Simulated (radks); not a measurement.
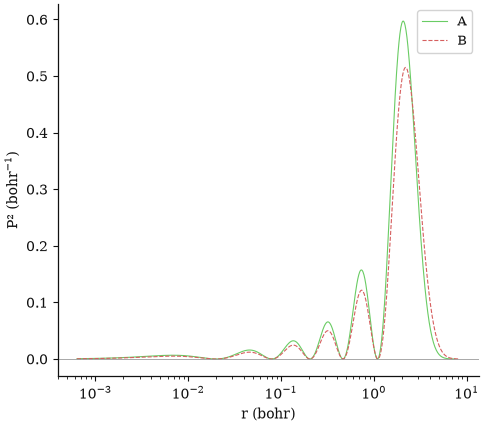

Two charge states of gold were computed: Au²⁺ in [Xe] 4f14 5d7 6s2 (open shells shared over both j by 2j + 1); Au⁺ in [Xe] 4f14 5d9 6s1 (open shells shared over both j by 2j + 1). All numbers are computed, not measured: Dirac Kohn-Sham, PBE, spin-unpolarised, spherical densities, point nucleus (the in-house radial solver radks).

The plot shows P² of the 6s orbital in both runs (large components where relativistic).

Q: Which curve belongs to which run?

Answer: A is Au²⁺ in [Xe] 4f14 5d7 6s2 (open shells shared over both j by 2j + 1) (⟨r⟩ = 2.33 bohr, eigenvalue −25.5 eV); B is Au⁺ in [Xe] 4f14 5d9 6s1 (open shells shared over both j by 2j + 1) (⟨r⟩ = 2.57 bohr, eigenvalue −14.4 eV). Fewer electrons screen less, so the orbital shrinks.
